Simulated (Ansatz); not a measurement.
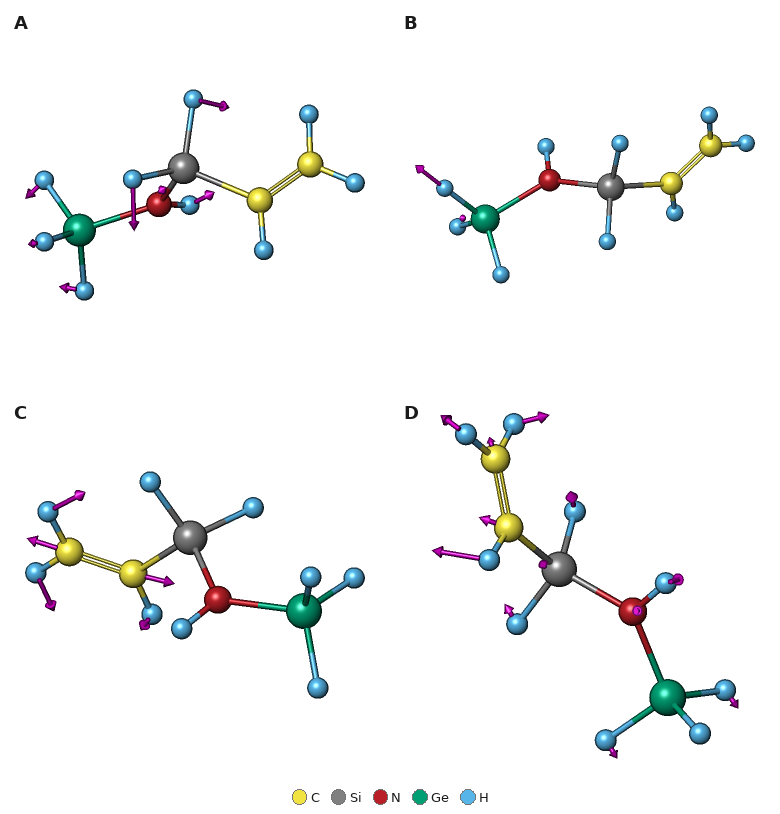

4 normal modes of one molecule or complex, as arrows. Harmonic vibrations computed with RKS PBE0-D4/def2-TZVP (Ansatz 0.2.0) at a stationary point of the same level.

**Match the panels to the wavenumbers 198 cm⁻¹, 949 cm⁻¹, 1668 cm⁻¹, 2126 cm⁻¹.**

A: 949 cm⁻¹
B: 2126 cm⁻¹, Ge–H stretching
C: 1668 cm⁻¹
D: 198 cm⁻¹
